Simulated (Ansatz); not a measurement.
## Geometry relaxation, with input and output: HfBr$_{2}$Cl$_{2}$

HfBr$_{2}$Cl$_{2}$, SMILES [Cl][Hf]([Cl])([Br])[Br], computed with RKS PBE-D4/def2-SVP (Ansatz 0.2.0).

The geometry: force-field start. Figures and captions count atoms from 1; the log counts them from 0 in places.

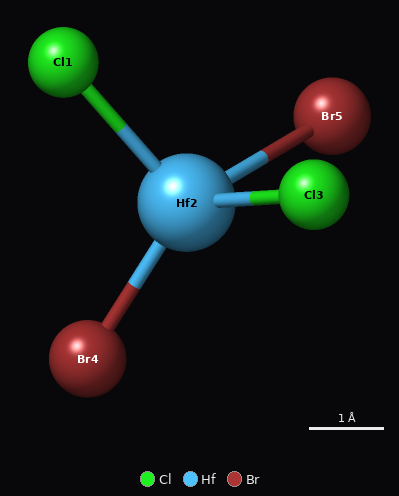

Figure 1. The starting structure (ball-and-stick view, seen at a tilt; atoms are numbered from 1 in the order of the input). Sticks mark near contacts.

## Key numbers

```csv
quantity,value
outcome,converged
total energy,−166398.0909 eV
mean-field energy,−166397.8746 eV
dispersion energy,−0.2163 eV
SCF solution under orbital rotations,stable
largest force (length of the vector) at the end,0.003 eV/Å
dipole moment,0.17 D
hardware,"4 threads of Arm Neoverse V1, 23 GiB of memory available, shared host"
wall time,18 s (CPU time 66 s)
peak memory,0.22 GiB
```

## Input
```yaml
crystal:
  periodic: [false, false, false]
  atoms:
    - {symbol: Cl, position_ang: [-0.659200, -0.575000, 2.468100]}
    - {symbol: Hf, position_ang: [-0.166500, -0.151900, -0.133000]}
    - {symbol: Cl, position_ang: [2.267300, -1.150000, -0.274700]}
    - {symbol: Br, position_ang: [-2.149100, -1.067600, -1.534700]}
    - {symbol: Br, position_ang: [0.757400, 2.870800, -0.567100]}
basis:
  gaussian: {orbitals: def2-SVP}
hamiltonian: {xc: pbe, dispersion: d4}
relax: {f_tol: 0.03, max_steps: 200}
```

Launched with:
```bash
ansatz run in.yaml --threads 4 --pin off --events-out ev --progress --plain --max-ram 11315MiB
```

## The program's output
```
Functional definition: PBE
  name "PBE"
  cite "Perdew, Burke & Ernzerhof, Phys. Rev. Lett. 77, 3865 (1996) doi:10.1103/PhysRevLett.77.3865"
  parent pbe
  parameter kappa = 0.804
  parameter beta = 0.06672455060314922
  exchange = pbe_x(kappa = kappa, mu = beta*pi^2/3)
  correlation = pbe_c(beta = beta)
1394 factors; their error is unknown
mean field evaluation 1: about -166390.6257 eV, gradient 3.3e1 eV
mean field evaluation 2: about -166056.7317 eV, gradient 2.7e2 eV
mean field evaluation 4: about -166359.5758 eV, gradient 1.1e2 eV
mean field evaluation 8: about -166395.0280 eV, gradient 8.8e-2 eV
mean field -166394.85240233 eV, -6114.8980393039 hartree, gradient 4.6e-6 eV, S^2 0.000000; 0 other end points of the search recorded, 0 dependent functions left out
the calculation of the forces begins
reference -166394.85247167 eV, -6114.8980418518 hartree; 58, 58 occupied and 74, 74 virtual orbitals, 1394 factors
relax step   1: F+E_penalty+E_count = -166395.01784629 eV  Δ(F+E_penalty+E_count) = +0.000e0 eV  max|allowed force component| = 3.084e0 eV/Å  Δτ_max = 0.0000 Å  (55 SCF iters, accepted)
these checks for a lower state are left out or cut short: starts, cluster_reference, orbital_swaps, neighbouring_geometries, increment
1394 factors; their error is unknown
mean field evaluation 16: about -166396.9486 eV, gradient 1.0e-1 eV
mean field -166396.77300533 eV, -6114.9686201623 hartree, gradient 1.1e-5 eV, S^2 0.000000; 0 other end points of the search recorded, 0 dependent functions left out
the calculation of the forces begins
reference -166396.77307471 eV, -6114.9686227118 hartree; 58, 58 occupied and 74, 74 virtual orbitals, 1394 factors
relax step   2: F+E_penalty+E_count = -166396.96263980 eV  Δ(F+E_penalty+E_count) = -1.945e0 eV  max|allowed force component| = 2.536e0 eV/Å  Δτ_max = 0.1950 Å  (37 SCF iters, accepted)
these checks for a lower state are left out or cut short: starts, cluster_reference, orbital_swaps, neighbouring_geometries, increment
1394 factors; their error is unknown
mean field -166397.60207084 eV, -6114.9990877576 hartree, gradient 1.6e-5 eV, S^2 0.000000; 0 other end points of the search recorded, 0 dependent functions left out
the calculation of the forces begins
reference -166397.60214004 eV, -6114.9990903008 hartree; 58, 58 occupied and 74, 74 virtual orbitals, 1394 factors
relax step   3: F+E_penalty+E_count = -166397.80775560 eV  Δ(F+E_penalty+E_count) = -8.451e-1 eV  max|allowed force component| = 1.524e0 eV/Å  Δτ_max = 0.1973 Å  (34 SCF iters, accepted)
these checks for a lower state are left out or cut short: starts, cluster_reference, orbital_swaps, neighbouring_geometries, increment
1394 factors; their error is unknown
mean field evaluation 32: about -166397.8855 eV, gradient 7.2e-2 eV
mean field -166397.71005921 eV, -6115.0030562570 hartree, gradient 1.1e-5 eV, S^2 0.000000; 0 other end points of the search recorded, 0 dependent functions left out
the calculation of the forces begins
reference -166397.71012855 eV, -6115.0030588052 hartree; 58, 58 occupied and 74, 74 virtual orbitals, 1394 factors
relax step   4: F+E_penalty+E_count = -166397.93100879 eV  Δ(F+E_penalty+E_count) = -1.233e-1 eV  max|allowed force component| = 1.533e0 eV/Å  Δτ_max = 0.1949 Å  (34 SCF iters, accepted)
these checks for a lower state are left out or cut short: starts, cluster_reference, orbital_swaps, neighbouring_geometries, increment
1394 factors; their error is unknown
mean field -166397.86796228 eV, -6115.0088590878 hartree, gradient 1.0e-5 eV, S^2 0.000000; 0 other end points of the search recorded, 0 dependent functions left out
the calculation of the forces begins
reference -166397.86803171 eV, -6115.0088616394 hartree; 58, 58 occupied and 74, 74 virtual orbitals, 1394 factors
relax step   5: F+E_penalty+E_count = -166398.08265173 eV  Δ(F+E_penalty+E_count) = -1.516e-1 eV  max|allowed force component| = 2.545e-1 eV/Å  Δτ_max = 0.1727 Å  (34 SCF iters, accepted)
these checks for a lower state are left out or cut short: starts, cluster_reference, orbital_swaps, neighbouring_geometries, increment
1394 factors; their error is unknown
mean field -166397.87409823 eV, -6115.0090845800 hartree, gradient 1.2e-5 eV, S^2 0.000000; 0 other end points of the search recorded, 0 dependent functions left out
the calculation of the forces begins
reference -166397.87416770 eV, -6115.0090871328 hartree; 58, 58 occupied and 74, 74 virtual orbitals, 1394 factors
relax step   6: F+E_penalty+E_count = -166398.09011115 eV  Δ(F+E_penalty+E_count) = -7.459e-3 eV  max|allowed force component| = 7.325e-2 eV/Å  Δτ_max = 0.0481 Å  (29 SCF iters, accepted)
these checks for a lower state are left out or cut short: starts, cluster_reference, orbital_swaps, neighbouring_geometries, increment
1394 factors; their error is unknown
mean field -166397.87448271 eV, -6115.0090987092 hartree, gradient 7.0e-6 eV, S^2 0.000000; 0 other end points of the search recorded, 0 dependent functions left out
the calculation of the forces begins
reference -166397.87455214 eV, -6115.0091012608 hartree; 58, 58 occupied and 74, 74 virtual orbitals, 1394 factors
relax step   7: F+E_penalty+E_count = -166398.09079873 eV  Δ(F+E_penalty+E_count) = -6.876e-4 eV  max|allowed force component| = 2.550e-3 eV/Å  Δτ_max = 0.0132 Å  (30 SCF iters, accepted)
1394 factors; their error is unknown
mean field evaluation 64: about -166397.8745 eV, gradient 5.1e-4 eV
```

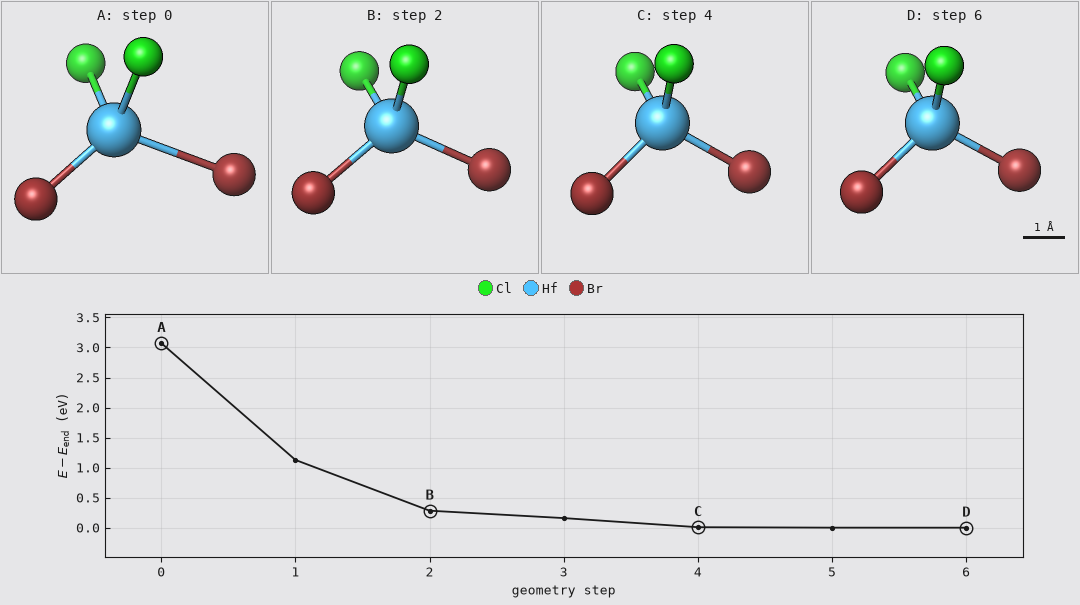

Figure 2. Frames of the relaxation (ball-and-stick view, seen on its broad side) above the curves, on which the letters mark them (the first geometry is step 0 here and step 1 in the log).

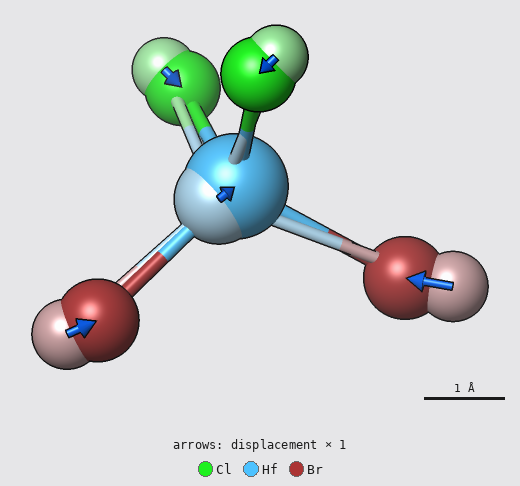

Figure 3. Start (faint) and end (solid) with the displacements as blue arrows, at true length (ball-and-stick view, seen on its broad side). The two geometries are laid on each other by the best rigid fit. The largest move after the best rigid fit is that of Br5, 0.62 Å. Largest moves by element: Br 0.62 Å, Cl 0.34 Å, Hf 0.27 Å. Among the contacts that change: Hf2–Br5 3.190 → 2.485 Å, Cl1–Hf2 2.681 → 2.336 Å, Hf2–Cl3 2.634 → 2.336 Å, Hf2–Br4 2.595 → 2.485 Å. Among the angles that change: Cl3–Hf2–Br5 94.8° → 109.4°, Cl3–Hf2–Br4 122.9° → 109.4°, Cl1–Hf2–Cl3 99.3° → 109.9°. The energy falls by 3.073 eV in 6 geometry steps. The largest force component goes from 3.1 to 0.0026 eV/Å. (Atoms are counted from 1 in the order of the input.)

```
mean field -166397.87448271 eV, -6115.0090987092 hartree, gradient 7.8e-6 eV, S^2 0.000000; 1 other end points of the search recorded, 0 dependent functions left out
the calculation of the forces begins
reference -166397.87455214 eV, -6115.0091012608 hartree; 58, 58 occupied and 74, 74 virtual orbitals, 1394 factors
Total energy: -166398.09086816 eV, -6115.0170507280 hartree
Atom 0 at    -0.609159    -0.327049     2.245821 Å, force    -0.000766    -0.000559     0.001683 eV/Å
Atom 1 at     0.029378    -0.036158     0.017821 Å, force    -0.000579     0.001567    -0.000823 eV/Å
Atom 2 at     1.999194    -1.218169    -0.405460 Å, force     0.001409    -0.001263    -0.000546 eV/Å
Atom 3 at    -1.772852    -0.872119    -1.474241 Å, force     0.001841     0.002550     0.000890 eV/Å
Atom 4 at     0.403339     2.379796    -0.425341 Å, force    -0.001906    -0.002295    -0.001204 eV/Å
Dipole moment:    -0.017087     0.018933    -0.023273 e Å
```

## Trajectory as extended XYZ (Å, eV, eV/Å), 7 frames, from step=1 to step=7
```
5
Properties=species:S:1:pos:R:3:forces:R:3 step=1 energy=-166395.01785
Cl   -0.6592   -0.5750    2.4681    0.4374   0.5444  -3.0842
Hf   -0.1665   -0.1519   -0.1330    2.1182   0.5859   2.0248
Cl    2.2673   -1.1500   -0.2747   -2.8635   0.9332  -0.0520
Br   -2.1491   -1.0676   -1.5347    1.3009   0.5560   0.7806
Br    0.7574    2.8708   -0.5671   -0.9930  -2.6195   0.3307
5
Properties=species:S:1:pos:R:3:forces:R:3 step=2 energy=-166396.96264
Cl   -0.6337   -0.5352    2.2790    0.2565   0.3006  -1.4100
Hf   -0.0826   -0.1277   -0.0446    0.9864   1.7555   0.6313
Cl    2.0870   -1.1019   -0.2846   -1.1094   0.2248  -0.0526
Br   -2.0075   -1.0096   -1.4498    0.7328   0.2554   0.3858
Br    0.6867    2.7008   -0.5414   -0.8664  -2.5363   0.4455
5
Properties=species:S:1:pos:R:3:forces:R:3 step=3 energy=-166397.80776
Cl   -0.6133   -0.5054    2.1926    0.0338   0.1991  -0.1561
Hf   -0.0299   -0.0149   -0.0167   -0.0908   1.0035  -0.5201
Cl    2.0215   -1.0854   -0.2890   -0.1917  -0.0847  -0.1077
Br   -1.9527   -0.9854   -1.4240    0.8238   0.4059   0.4404
Br    0.6242    2.5174   -0.5043   -0.5751  -1.5237   0.3435
5
Properties=species:S:1:pos:R:3:forces:R:3 step=4 energy=-166397.93101
Cl   -0.6096   -0.4571    2.1668   -0.0019   0.2584  -0.1034
Hf   -0.0339    0.0518   -0.0524    0.4862  -1.5327   1.0538
Cl    1.9923   -1.0935   -0.3152   -0.1416  -0.0141  -0.1498
Br   -1.8415   -0.9201   -1.3777   -0.4842  -0.1647  -0.5546
Br    0.5426    2.3453   -0.4629    0.1415   1.4531  -0.2460
5
Properties=species:S:1:pos:R:3:forces:R:3 step=5 energy=-166398.08265
Cl   -0.5821   -0.3533    2.2462   -0.0011   0.0349  -0.0865
Hf    0.0382   -0.0413    0.0121   -0.1521   0.1737  -0.0675
Cl    2.0122   -1.2344   -0.3610   -0.0214   0.0200  -0.0474
Br   -1.7963   -0.8406   -1.4869    0.1753   0.0259   0.1313
Br    0.3779    2.3959   -0.4517   -0.0008  -0.2545   0.0701
5
Properties=species:S:1:pos:R:3:forces:R:3 step=6 energy=-166398.09011
Cl   -0.6025   -0.3280    2.2416   -0.0061   0.0049  -0.0235
Hf    0.0225   -0.0326    0.0096    0.0733   0.0183   0.0514
Cl    1.9957   -1.2175   -0.3990   -0.0316   0.0181  -0.0059
Br   -1.7773   -0.8832   -1.4750   -0.0151   0.0063  -0.0164
Br    0.4115    2.3876   -0.4185   -0.0204  -0.0477  -0.0055
5
Properties=species:S:1:pos:R:3:forces:R:3 step=7 energy=-166398.09080
Cl   -0.6092   -0.3270    2.2458   -0.0008  -0.0006   0.0017
Hf    0.0294   -0.0362    0.0178   -0.0006   0.0016  -0.0008
Cl    1.9992   -1.2182   -0.4055    0.0014  -0.0013  -0.0005
Br   -1.7729   -0.8721   -1.4742    0.0018   0.0026   0.0009
Br    0.4033    2.3798   -0.4253   -0.0019  -0.0023  -0.0012
```
